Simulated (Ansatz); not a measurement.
**C₂H₄AlF: a few dozen steps of dynamics**

Aim: follow C₂H₄AlF for 20 steps at constant energy (300 K) and see how far bonds stretch and how energy moves between motion and potential.

Program: Ansatz 0.2.0, Gaussian basis. Level of theory: revPBE/def2-SVP with D4 dispersion. These are calculated values, not measurements.

**1. The geometry**

An earlier PBE0-D4 in a triple-zeta def2 set relaxation fixed the geometry.

8 atoms, charge 0, spin multiplicity 1.

Atoms are counted from 1 here; the program's logs count them from 0.

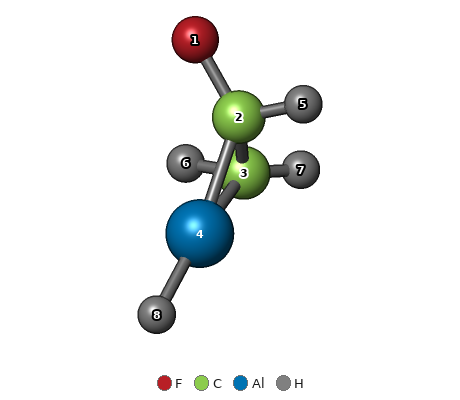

The geometry (fluorine red, carbon green, aluminium blue, hydrogen grey); atoms are numbered from 1 in the order of the file.

**2. Dynamics**

File in.yaml:

```yaml
crystal:
  periodic: [false, false, false]
  atoms:
    - {symbol: F, position_ang: [-1.876056, -0.354119, 0.656596]}
    - {symbol: C, position_ang: [-0.495115, -0.282756, 0.655223]}
    - {symbol: C, position_ang: [0.136945, 0.827327, -0.207734]}
    - {symbol: Al, position_ang: [0.832926, -0.916816, -0.582482]}
    - {symbol: H, position_ang: [-0.151127, -0.211988, 1.691235]}
    - {symbol: H, position_ang: [-0.490043, 1.028658, -1.088389]}
    - {symbol: H, position_ang: [0.431462, 1.764545, 0.258557]}
    - {symbol: H, position_ang: [1.703208, -1.911951, -1.438707]}
basis:
  gaussian: {orbitals: def2-SVP}
magnetization: {spin_polarized: true, initial_magnetization: 0}
hamiltonian: {xc: {name: revPBE}, dispersion: d4}
md: {timestep: 2 fs, n_steps: 20, ensemble: nve, temperature: 300, initial_velocities: maxwell_boltzmann, seed: 64}
```

The run is started by

```sh
$ ansatz run in.yaml --threads 2 --pin off --events-out ev --progress --plain --max-ram 4352MiB
```

The log of the run, shortened:

```text
Functional definition: revPBE
  name "revPBE"
  cite "Zhang & Yang, Phys. Rev. Lett. 80, 890 (1998) doi:10.1103/PhysRevLett.80.890"
  cite "Perdew, Burke & Ernzerhof, Phys. Rev. Lett. 77, 3865 (1996) doi:10.1103/PhysRevLett.77.3865"
[...]
889 factors; their error is unknown
[...]
mean field -11441.88154880 eV, -420.4813913325 hartree, gradient 2.0e-5 eV, S^2 0.000000; 0 other end points of the search recorded, 0 dependent functions left out
[...]
reference -11441.88159188 eV, -420.4813929156 hartree; 19, 19 occupied and 61, 61 virtual orbitals, 889 factors
md step     0: t =     0.00 fs  T =   300.0 K  F+E_penalty+E_count = -11442.28993789 eV  E_kin = 0.232668 eV  conserved = -11442.05726989 eV  (30 SCF iters)
[...]
md step     5: t =    10.00 fs  T =   151.1 K  F+E_penalty+E_count = -11442.16880920 eV  E_kin = 0.117220 eV  conserved = -11442.05158922 eV  (32 SCF iters, 5 dispersion substeps)
[...]
md step    10: t =    20.00 fs  T =   152.1 K  F+E_penalty+E_count = -11442.16100108 eV  E_kin = 0.117994 eV  conserved = -11442.04300666 eV  (33 SCF iters, 5 dispersion substeps)
[...]
md step    15: t =    30.00 fs  T =   142.9 K  F+E_penalty+E_count = -11442.15421081 eV  E_kin = 0.110829 eV  conserved = -11442.04338143 eV  (32 SCF iters, 5 dispersion substeps)
[...]
md step    19: t =    38.00 fs  T =   215.6 K  F+E_penalty+E_count = -11442.21499479 eV  E_kin = 0.167184 eV  conserved = -11442.04781118 eV  (32 SCF iters, 5 dispersion substeps)
[...]
md step    20: t =    40.00 fs  T =   207.9 K  F+E_penalty+E_count = -11442.21270737 eV  E_kin = 0.161221 eV  conserved = -11442.05148667 eV  (33 SCF iters, 5 dispersion substeps)
Total energy: -11442.21275030 eV, -420.4935627632 hartree
Atom 0 at    -1.918098    -0.359673     0.682509 Å, force     0.957061     0.104950     0.220041 eV/Å
Atom 1 at    -0.495743    -0.247490     0.639462 Å, force    -1.096242    -0.439147    -1.364791 eV/Å
Atom 2 at     0.119659     0.872461    -0.189101 Å, force     0.451142    -0.097075    -0.483908 eV/Å
Atom 3 at     0.858734    -0.951892    -0.596019 Å, force    -0.237018     0.606925     0.226033 eV/Å
Atom 4 at    -0.050212    -0.248603     1.624392 Å, force     0.011778     0.029437     1.197404 eV/Å
Atom 5 at    -0.386471     1.024952    -1.197007 Å, force     0.136840     0.120862     0.688679 eV/Å
Atom 6 at     0.420574     1.825153     0.322445 Å, force    -0.217305    -0.295944    -0.441871 eV/Å
Atom 7 at     1.824636    -1.846694    -1.487412 Å, force    -0.006257    -0.030007    -0.041587 eV/Å
Dipole moment:     0.451829    -0.112878    -0.133199 e Å
```

Run time: 34 s. Hardware: 2 threads of AMD EPYC 7B13, shared host.

**3. The trajectory**

Step by step, with energies from the first frame:

```
time (fs)  T (K)  potential (meV)  conserved (meV)  C2–C3 (Å)
      0.0    300              0.0             0.00      1.542
      2.0    242             58.4            13.30      1.541
      4.0    181            103.6            10.91      1.543
      6.0    141            134.2            10.75      1.552
      8.0    117            156.8            14.66      1.569
     10.0    151            121.1             5.68      1.588
     12.0    169            113.0            11.76      1.605
     14.0    173            107.4             8.72      1.617
     16.0    172            110.3            11.04      1.625
     18.0    161            115.4             7.65      1.630
     20.0    152            128.9            14.26      1.630
     22.0    176            104.0             7.85      1.620
     24.0    167            112.0             8.96      1.601
     26.0    148            131.7            13.42      1.578
     28.0    156            118.7             7.32      1.557
     30.0    143            135.7            13.89      1.540
     32.0    163            114.6             8.58      1.526
     34.0    199             86.0             7.90      1.514
     36.0    201             87.7            11.23      1.508
     38.0    216             74.9             9.46      1.512
     40.0    208             77.2             5.78      1.523
```

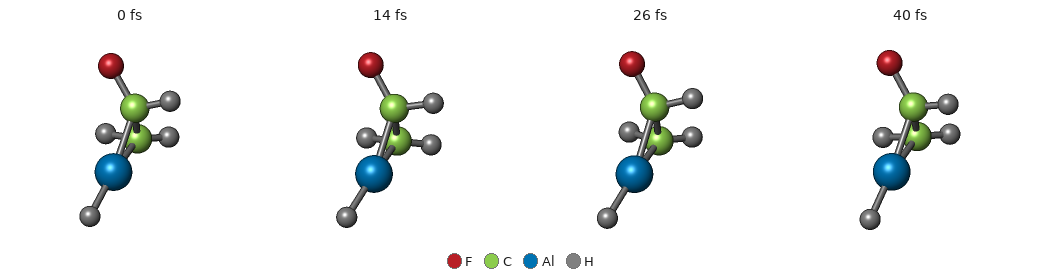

Four frames; sticks are those of the first frame.

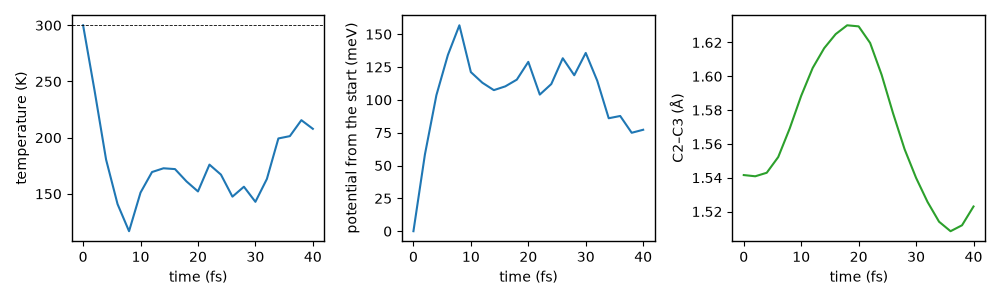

Temperature (the set value dashed), potential energy and the bond that swings most.

Positions (Å) and forces (eV/Å) at 40.0 fs:

```xyz
8

F    -1.918   -0.360    0.683    0.957    0.105    0.220
C    -0.496   -0.247    0.639   -1.096   -0.439   -1.365
C     0.120    0.872   -0.189    0.451   -0.097   -0.484
Al    0.859   -0.952   -0.596   -0.237    0.607    0.226
H    -0.050   -0.249    1.624    0.012    0.029    1.197
H    -0.386    1.025   -1.197    0.137    0.121    0.689
H     0.421    1.825    0.322   -0.217   -0.296   -0.442
H     1.825   -1.847   -1.487   -0.006   -0.030   -0.042
```

**4. Summary of results**

| quantity | value |
| --- | --- |
| length | 20 steps of 2.0 fs |
| temperature, first and last frame | 300, 208 K |
| temperature, second half | mean 175 K, from 143 to 216 K |
| swing of the potential | 157 meV |
| largest change of the conserved energy | 14.66 meV |
| range of C2–C3 | 1.508 to 1.630 Å |

**Reading.** From 300 K at the start the temperature swings between 117 and 300 K: with 8 atoms it has no steady value yet; starting near a minimum, about half of the kinetic energy flows into the potential. The conserved energy moves by 14.66 meV, 9.3 % of the potential's swing: the step is long for the fastest motion. C2–C3 swings most, by 0.12 Å; no bond breaks. A run of 40 fs gives no averages.
